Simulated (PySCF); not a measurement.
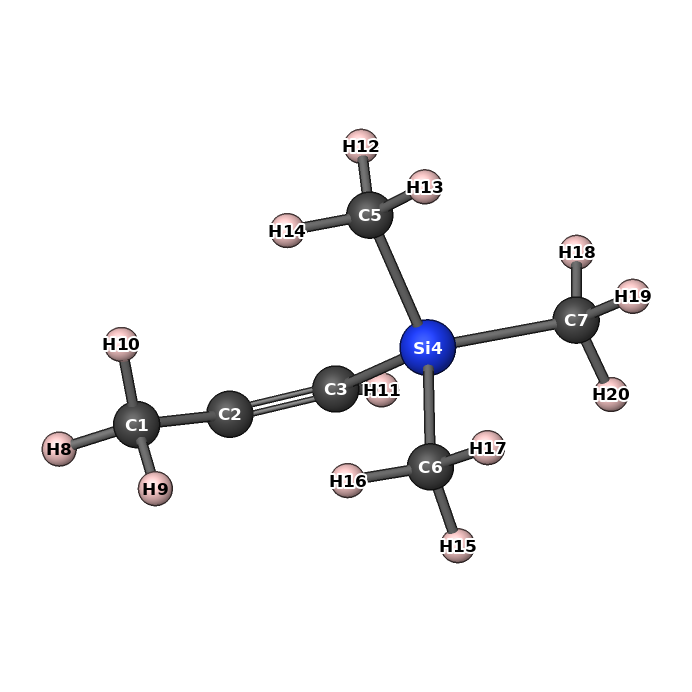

The questions are on Mulliken spin populations. State: neutral, doublet. The computed structure is the end point of a GFN2-xTB optimisation. No frequency run is at hand to confirm it as a minimum. Method: UKS B3LYP, pcH-1 on C H Si, non-relativistic (PySCF 2.14.0).

Give the Mulliken spin populations atom by atom.

```csv
atom,value (e)
C1,−0.04
C2,0.93
C3,−0.15
Si4,0.10
C5,0.00
C6,0.00
C7,0.01
H8,0.03
H9,0.03
H10,0.03
H11,0.06
H12,0.00
H13,0.00
H14,0.00
H15,0.00
H16,0.00
H17,0.00
H18,0.00
H19,0.00
H20,0.00
```

Mulliken values depend strongly on the basis set. The geometry is semi-empirical. Around Si such bond lengths and angles can be off by a tenth of an ångström or more and by several degrees, and values that hang on the shape move with them.
